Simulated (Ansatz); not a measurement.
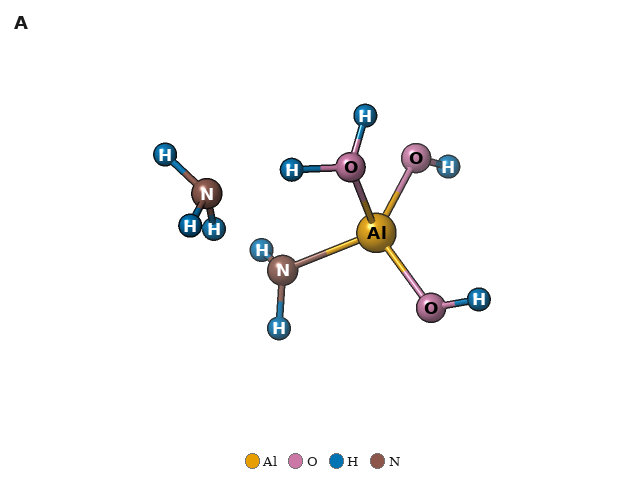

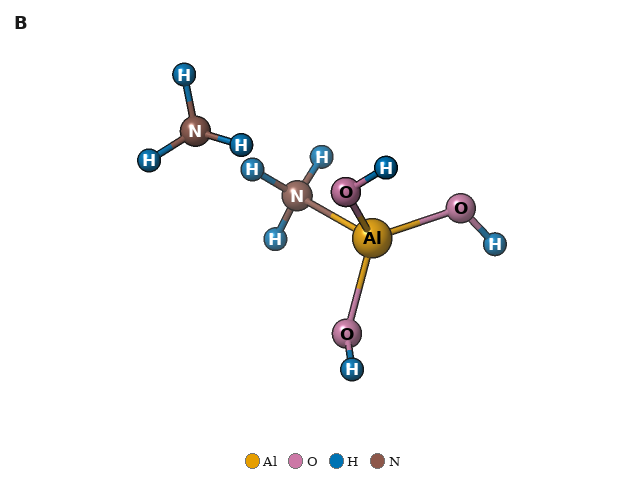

2 stationary structures of one formula. Geometries: PBE0-D4/def2-TZVP. Electronic energies: CCSD(T)/CBS (MP2 limit from def2-TZVPP and def2-QZVPP plus CCSD(T) − MP2) (Ansatz 0.2.0), without zero-point energy. Each is one conformer, not always the lowest.

> Which is lowest in energy, and by how much?

B is lowest (a minimum); A lies 0.732 eV above it (a minimum).
